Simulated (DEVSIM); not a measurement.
Structure: Ti/SiO2/n-Si capacitor, at 300 K.

| layer (left to right) | material | thickness (nm) | Nd (cm⁻³) |
|---|---|---|---|
| 1 | SiO2 | 3.20 | - |
| 2 | Si | 340 | 2.9e18 |

Metal gate on the left, work function 4.33 eV. Fixed charge at the semiconductor interface 4.3e11 cm⁻² (in units of +e); interface traps 2e12 cm⁻² eV⁻¹, uniform in energy, neutral level at 0.7 of the gap above the valence band.

The device is made up for the run: typed textbook-type constants, with dimensions and the other settings drawn at random. Values at 300 K.

| parameter | SiO2 | Si |
|---|---|---|
| gap (eV) | 9 | 1.124 |
| affinity (eV) | 0.9 | 4.05 |
| permittivity | 3.9 | 11.7 |
| Nc (cm⁻³) | - | 2.86e19 |
| Nv (cm⁻³) | - | 3.1e19 |

DEVSIM, 1D Poisson equation in equilibrium, Boltzmann statistics, complete ionisation; no quantum confinement or tunnelling. Metal contacts follow the ideal Schottky-Mott rule: no Fermi-level pinning, no interface dipoles.

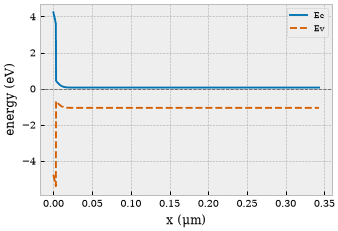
*Band edges at -0.8 V on the gate*

Energies count from the Fermi level of the right contact; mesh points crowd at the junctions.

```json
[
 {"x (μm)": "0.000", "Ec (eV)": "4.230", "Ev (eV)": "-4.770", "n (cm⁻³)": "< 1e2", "p (cm⁻³)": "< 1e2", "field (V/cm)": "-2000000"},
 {"x (μm)": "0.0006831", "Ec (eV)": "4.094", "Ev (eV)": "-4.906", "n (cm⁻³)": "< 1e2", "p (cm⁻³)": "< 1e2", "field (V/cm)": "-2000000"},
 {"x (μm)": "0.001467", "Ec (eV)": "3.937", "Ev (eV)": "-5.063", "n (cm⁻³)": "< 1e2", "p (cm⁻³)": "< 1e2", "field (V/cm)": "-2000000"},
 {"x (μm)": "0.002259", "Ec (eV)": "3.779", "Ev (eV)": "-5.221", "n (cm⁻³)": "< 1e2", "p (cm⁻³)": "< 1e2", "field (V/cm)": "-2000000"},
 {"x (μm)": "0.003180", "Ec (eV)": "3.595", "Ev (eV)": "-5.405", "n (cm⁻³)": "< 1e2", "p (cm⁻³)": "< 1e2", "field (V/cm)": "-1600000"},
 {"x (μm)": "0.003967", "Ec (eV)": "0.400", "Ev (eV)": "-0.724", "n (cm⁻³)": "5.4e12", "p (cm⁻³)": "2.1e7", "field (V/cm)": "-530000"},
 {"x (μm)": "0.005349", "Ec (eV)": "0.331", "Ev (eV)": "-0.793", "n (cm⁻³)": "7.9e13", "p (cm⁻³)": "1500000", "field (V/cm)": "-470000"},
 {"x (μm)": "0.008989", "Ec (eV)": "0.190", "Ev (eV)": "-0.934", "n (cm⁻³)": "1.9e16", "p (cm⁻³)": "6200", "field (V/cm)": "-310000"},
 {"x (μm)": "0.01396", "Ec (eV)": "0.090", "Ev (eV)": "-1.034", "n (cm⁻³)": "8.9e17", "p (cm⁻³)": "130", "field (V/cm)": "-110000"},
 {"x (μm)": "0.02246", "Ec (eV)": "0.060", "Ev (eV)": "-1.064", "n (cm⁻³)": "2.8e18", "p (cm⁻³)": "< 1e2", "field (V/cm)": "-4500"},
 {"x (μm)": "0.03705", "Ec (eV)": "0.059", "Ev (eV)": "-1.065", "n (cm⁻³)": "2.9e18", "p (cm⁻³)": "< 1e2", "field (V/cm)": "-11"},
 {"x (μm)": "0.07304", "Ec (eV)": "0.059", "Ev (eV)": "-1.065", "n (cm⁻³)": "2.9e18", "p (cm⁻³)": "< 1e2", "field (V/cm)": "≈ 0"},
 {"x (μm)": "0.1237", "Ec (eV)": "0.059", "Ev (eV)": "-1.065", "n (cm⁻³)": "2.9e18", "p (cm⁻³)": "< 1e2", "field (V/cm)": "≈ 0"},
 {"x (μm)": "0.1997", "Ec (eV)": "0.059", "Ev (eV)": "-1.065", "n (cm⁻³)": "2.9e18", "p (cm⁻³)": "< 1e2", "field (V/cm)": "≈ 0"},
 {"x (μm)": "0.2730", "Ec (eV)": "0.059", "Ev (eV)": "-1.065", "n (cm⁻³)": "2.9e18", "p (cm⁻³)": "< 1e2", "field (V/cm)": "≈ 0"},
 {"x (μm)": "0.3027", "Ec (eV)": "0.059", "Ev (eV)": "-1.065", "n (cm⁻³)": "2.9e18", "p (cm⁻³)": "< 1e2", "field (V/cm)": "≈ 0"},
 {"x (μm)": "0.3201", "Ec (eV)": "0.059", "Ev (eV)": "-1.065", "n (cm⁻³)": "2.9e18", "p (cm⁻³)": "< 1e2", "field (V/cm)": "≈ 0"},
 {"x (μm)": "0.3302", "Ec (eV)": "0.059", "Ev (eV)": "-1.065", "n (cm⁻³)": "2.9e18", "p (cm⁻³)": "< 1e2", "field (V/cm)": "≈ 0"},
 {"x (μm)": "0.3376", "Ec (eV)": "0.059", "Ev (eV)": "-1.065", "n (cm⁻³)": "2.9e18", "p (cm⁻³)": "< 1e2", "field (V/cm)": "≈ 0"},
 {"x (μm)": "0.3404", "Ec (eV)": "0.059", "Ev (eV)": "-1.065", "n (cm⁻³)": "2.9e18", "p (cm⁻³)": "< 1e2", "field (V/cm)": "≈ 0"},
 {"x (μm)": "0.3421", "Ec (eV)": "0.059", "Ev (eV)": "-1.065", "n (cm⁻³)": "2.9e18", "p (cm⁻³)": "< 1e2", "field (V/cm)": "≈ 0"},
 {"x (μm)": "0.3432", "Ec (eV)": "0.059", "Ev (eV)": "-1.065", "n (cm⁻³)": "2.9e18", "p (cm⁻³)": "< 1e2", "field (V/cm)": "≈ 0"}
]
```
